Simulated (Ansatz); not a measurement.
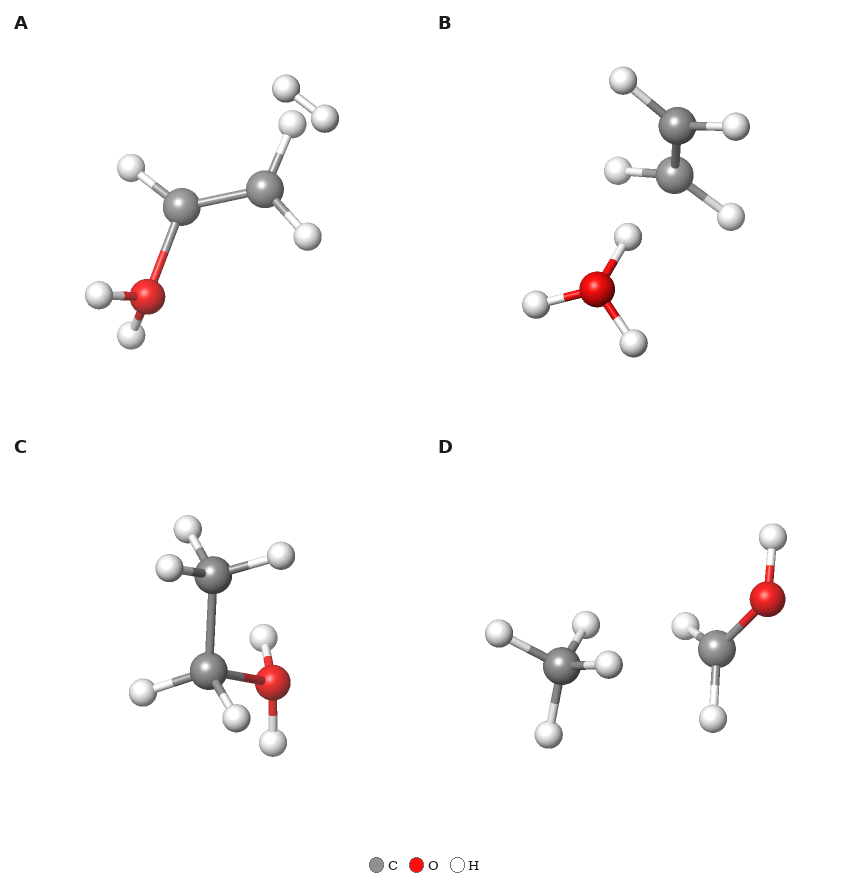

4 stationary structures of one formula. The species has charge +1 and is a spin singlet. Geometries: PBE0-D4/def2-TZVP. Electronic energies: RHF-CCSD(T) (frozen core)/def2-TZVPP (Ansatz 0.2.0), without zero-point energy. No frequency run is at hand to confirm each as a minimum. Each is one conformer, not always the lowest.

### Rank them by energy, lowest first.

C is lowest; B lies 15.0 kcal/mol above it, D lies 26.7 kcal/mol above it, A lies 46.7 kcal/mol above it.
